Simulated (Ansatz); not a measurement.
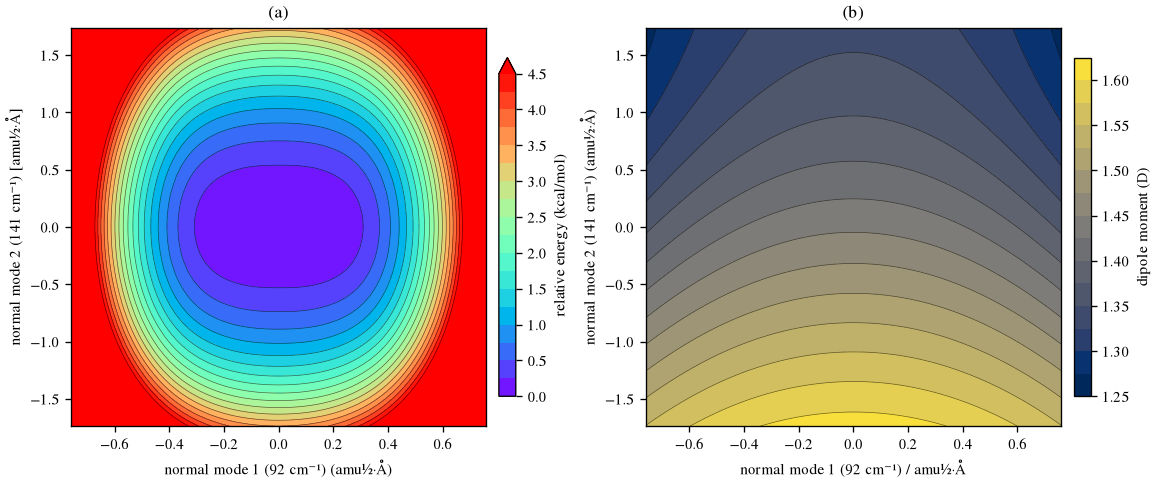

CH4SZn, SMILES C[S][ZnH]. 
- First axis: normal mode 1 (92 cm⁻¹). Second axis: normal mode 2 (141 cm⁻¹).
- Nothing is relaxed (straight displacements along the two mass-weighted modes).
- The grid has 9 × 9 points.
- Points are written as (first, second).
- All energies are given in kcal/mol relative to the lowest grid point.
- Level of theory: Ansatz 0.2.0, RKS PBE0-D4/def2-TZVP.

Panel (a) is the energy and panel (b) the computed dipole moment on the same grid.

In the figure: filled contours, one colour for all values above the top of the scale. Between grid points the surface is interpolated.

> How does the dipole moment vary over the map, and what is it at the lowest grid point?

Leaving out the highest fifth of the energies, it runs from 1.30 D at (−0.57 amu½·Å, 1.74 amu½·Å) to 1.61 D at (0.00 amu½·Å, −1.74 amu½·Å). At the lowest grid point, (0.00 amu½·Å, 0.00 amu½·Å), it is 1.45 D.
